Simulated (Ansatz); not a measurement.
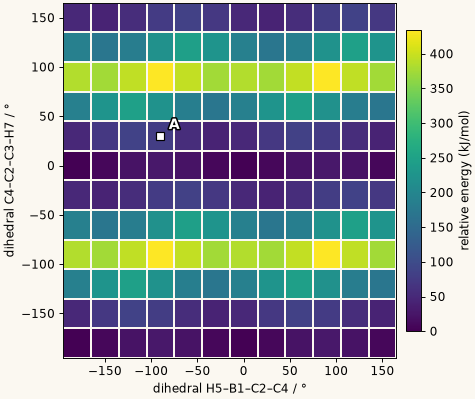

C3H7B, SMILES BC(=C)C. The first coordinate is: dihedral H5–B1–C2–C4; the second: dihedral C4–C2–C3–H7. Nothing is relaxed (all other coordinates rigid). The scan uses a 12 × 12 grid. All energies are given in kJ/mol relative to the lowest grid point. Energies and slopes of some neighbouring points disagree (a jump in structure or state, or too coarse a mesh). The dihedral twists a double bond; near 90° a spin-restricted reference is unreliable. Level of theory: Ansatz 0.2.0, RHF/def2-TZVP.

In the figure: one coloured cell a grid point, the point A.

### Which way does the force act at A, and how strong is it?

A, at dihedral H5–B1–C2–C4 = −90°, dihedral C4–C2–C3–H7 = 30°, is not a stationary point. The computed force is 0.62 kJ/mol for each degree towards larger values of dihedral H5–B1–C2–C4 and 3.2 kJ/mol for each degree towards smaller values of dihedral C4–C2–C3–H7.
